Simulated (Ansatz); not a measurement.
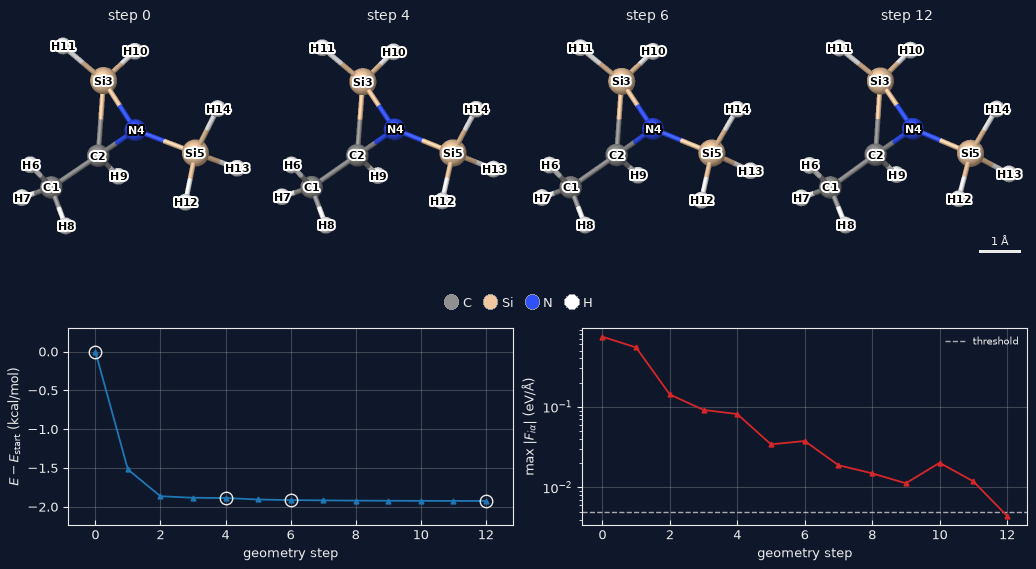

Frames of a relaxation of C2H9NSi2, marked on the history of the run. A ball-and-stick model, seen at a tilt.

The start comes from PBE-D4/def2-SVP.

These are results of RKS PBE0-D4/def2-TZVP (Ansatz), not measurements. Set-up: force threshold 0.005 eV/Å; at most 150 steps.

Q: What happens along the run?

A: The largest move after the best rigid fit is that of H13, 0.19 Å. By element the largest moves are H 0.19 Å, C 0.05 Å, Si 0.05 Å, N 0.04 Å. Near-neighbour distances that change, for instance: Si3–N4 1.743 → 1.703 Å, C2–Si3 1.872 → 1.836 Å, N4–Si5 1.741 → 1.709 Å, Si3–H10 1.500 → 1.482 Å. Among the angles between lasting bonds that change: Si3–N4–Si5 146.8° → 150.2°. After 12 geometry steps the energy has fallen by 1.92 kcal/mol. The largest force component goes from 0.74 to 0.0044 eV/Å. From step 0 to 4: H13 moves most (0.07 Å), energy −1.89 kcal/mol. From step 4 to 6: H13 moves most (0.07 Å), energy −0.03 kcal/mol. From step 6 to 12: H13 moves most (0.08 Å), energy −0.01 kcal/mol.
